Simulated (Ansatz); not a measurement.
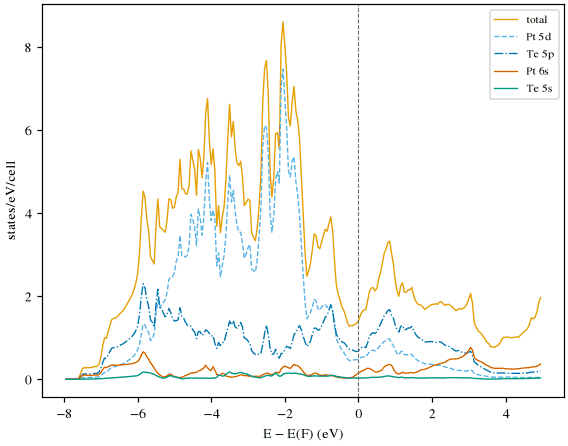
*Total and projected density of states of TePt in space group Pmma (No. 51; Pt on 2e, Te on 2f), PBE (plane waves, PAW; program Ansatz)*

Which orbitals carry the states next to the Fermi level?

Within 0.5 eV of the Fermi level: Te 5p 51 %, Pt 5d 34 %, Pt 6s 8 %. Projections are on Löwdin-orthogonalised atomic valence shells; empty p or d shells of many metals are not among them.

Where is the tallest occupied peak in this window, and what makes it?

Near -2.0 eV, about 8.6 states/eV per cell; the largest projected share is Pt 5d.

The start of the workflow was typed in or built on a structure type; neither database checked (COD, Materials Project) lists it. COD files the formula under space group No. 166, 194. Its standing as an ambient phase is unchecked. The PBE relaxation kept the symmetry of its start; its stability against distortions is not shown here. The run is not spin-polarised. The volume moved by 28 % from the start of the relaxation. Scalar-relativistic: spin–orbit coupling is off unless named, which matters more the heavier the elements.

Potentials: the earlier of the program's two PAW sets.
